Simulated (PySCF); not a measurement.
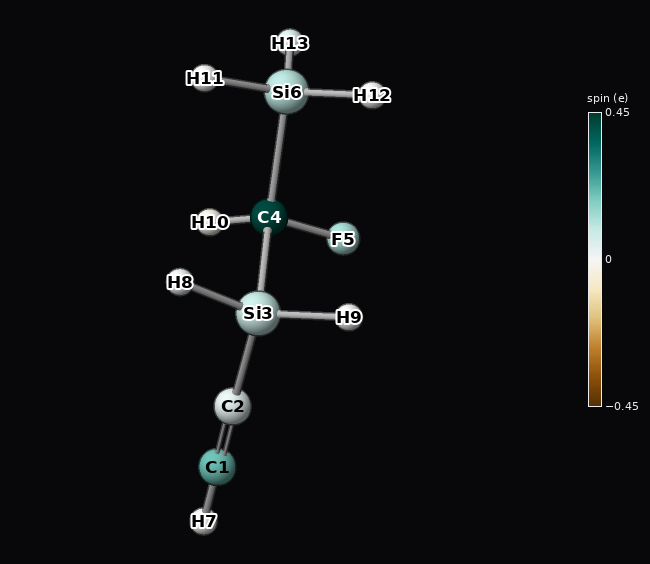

Atoms are coloured by their Mulliken spin populations. The species has charge +1 and is a spin doublet. The computed structure is the end point of a GFN2-xTB optimisation. No frequency run is at hand to confirm it as a minimum. Level of theory: UKS B3LYP, pcH-1 on C F H Si, non-relativistic (PySCF 2.14.0).

Which atom carries the largest spin population?

Answer. C4 (0.42 e).

Which atom has the lowest spin population?

Answer. H10 (−0.02 e); a negative value comes from spin polarisation.

List the Mulliken spin populations.

| atom | value (e) |
| --- | --- |
| C1 | 0.20 |
| C2 | 0.03 |
| Si3 | 0.08 |
| C4 | 0.42 |
| F5 | 0.13 |
| Si6 | 0.10 |
| H7 | −0.01 |
| H8 | 0.01 |
| H9 | 0.00 |
| H10 | −0.02 |
| H11 | 0.00 |
| H12 | 0.00 |
| H13 | 0.04 |

Mulliken values depend strongly on the basis set. The geometry is semi-empirical. Around Si such bond lengths and angles can be off by a tenth of an ångström or more and by several degrees, and values that hang on the shape move with them.
